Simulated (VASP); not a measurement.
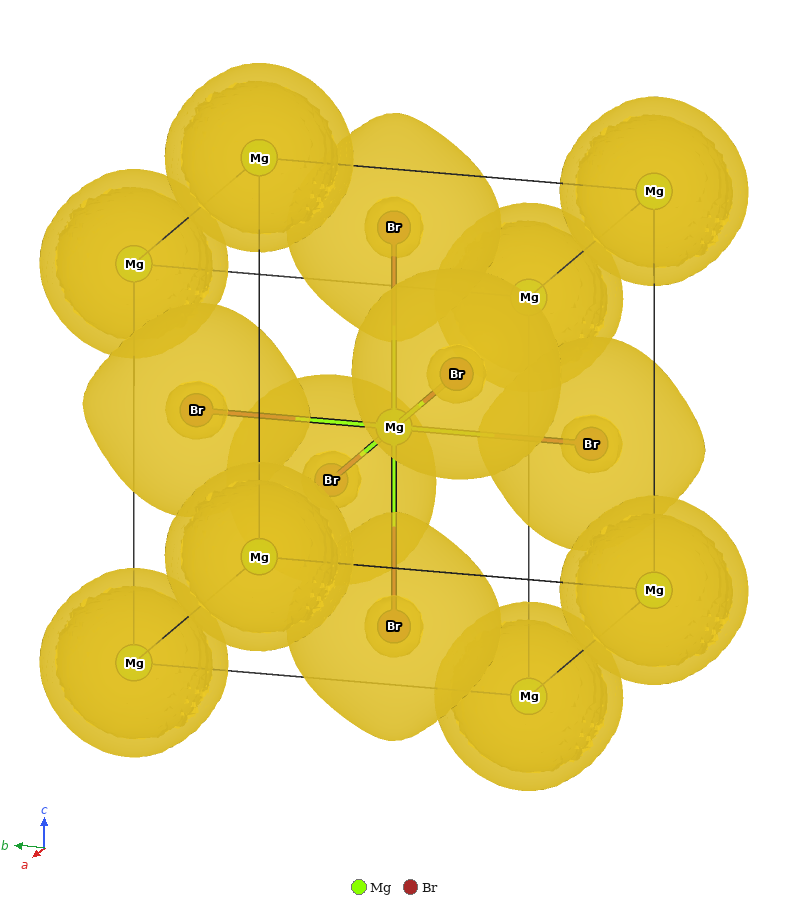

Figure 1: Mg2Br3. Isosurface of the ELF at 0.7 (yellow), seen at an oblique angle. Core shells and regions of very low density are left out. Sticks mark near contacts.

Space group Pm-3m; a generated structure, not necessarily the stable one.

These are results of VASP, Kohn-Sham DFT of a periodic cell, PBE, VASP PAW PBE potentials, recommended, not measurements.

In a PAW calculation such maps are meaningful between the atoms, not at the nuclei.

Q: Describe the localisation domains.

A: The surface consists of three regions wrapped around Br (the valence shell of each) and one region wrapped around Mg (its valence shell), counted in one cell of 5 atoms. Regions shared between cells count once. Profiles from the grid: Mg–Br (2.63 Å): the ELF is about 0.80 at the midpoint; a closed-shell, largely ionic contact.
